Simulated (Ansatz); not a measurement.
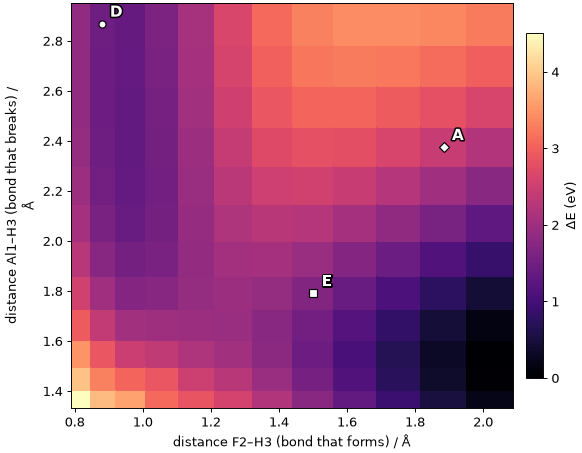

The reacting system AlClFH (fragments AlClFH where the first distance is long, AlCl + FH where the second is long). 
- First axis: distance F2–H3 (bond that forms). Second axis: distance Al1–H3 (bond that breaks).
- Relaxed at each point: all other coordinates.
- Grid: 12 × 12 points.
- Points are written as (first, second).
- Energies are in eV, from the lowest grid point.
- Energies and slopes of some neighbouring points disagree (a jump in structure or state, or too coarse a mesh). The reference is spin-restricted, so regions where a bond is pulled apart into radicals lie too high.
- The calculation used RKS PBE-D4/def2-TZVP in Ansatz.

Drawn: one coloured cell a grid point, lettered points.

Question: Is A the lowest point of the computed grid?

Answer: No. A lies 2.43 eV above the lowest grid point, which is at (2.019 Å, 1.546 Å).

Question: Rank the lettered points by energy, lowest first.

Answer: D (1.46 eV), E (1.69 eV), A (2.43 eV).
